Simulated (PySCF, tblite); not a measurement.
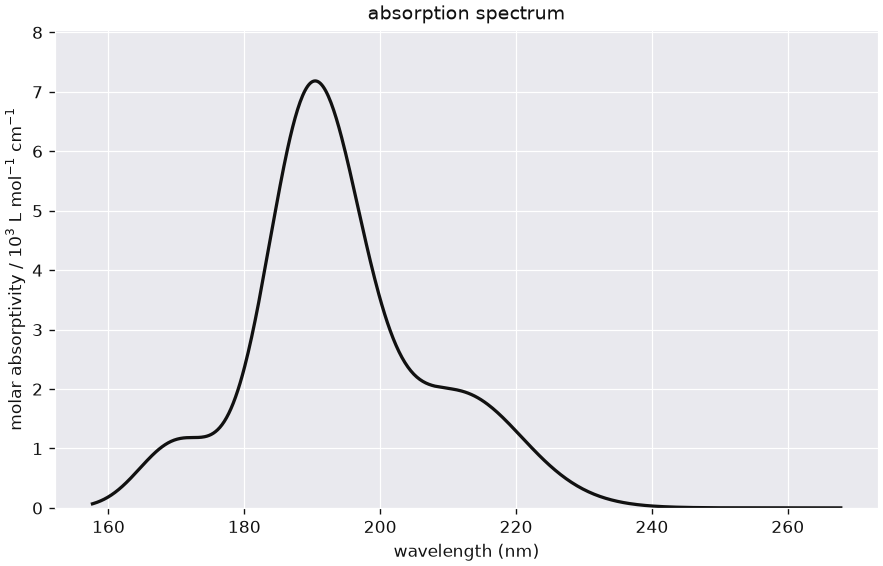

Vertical TDDFT excitations, ωB97X-D/def2-SVPD, PySCF, at a GFN2-xTB geometry (a minimum by its frequencies), gas phase. The lowest 8 singlet states are shown; each is broadened by a Gaussian of 1/e half-width 0.33 eV.

> Whose absorption spectrum is this?
A. C₄H₁₀GeO, SMILES C=C([CH2][GeH3])OC, singlet
B. C₂H₁₀OSi₄, SMILES C#C[SiH2]O[SiH]([SiH3])[SiH3]
C. C₃H₁₂GeN₂, SMILES CN(C)[CH2][GeH2][NH2], singlet

B. Its lowest singlet lies at 5.83 eV (f = 0.037) and the brightest of those computed is S6 at 6.53 eV (190 nm), f = 0.109, mainly HOMO → LUMO+1 (62 %) (S5 lies within 0.06 eV, too close to order).

Caveats: the tight-binding geometry is rougher than a DFT one and adds to the error; one conformer of a flexible molecule; core orbitals are frozen in the response.
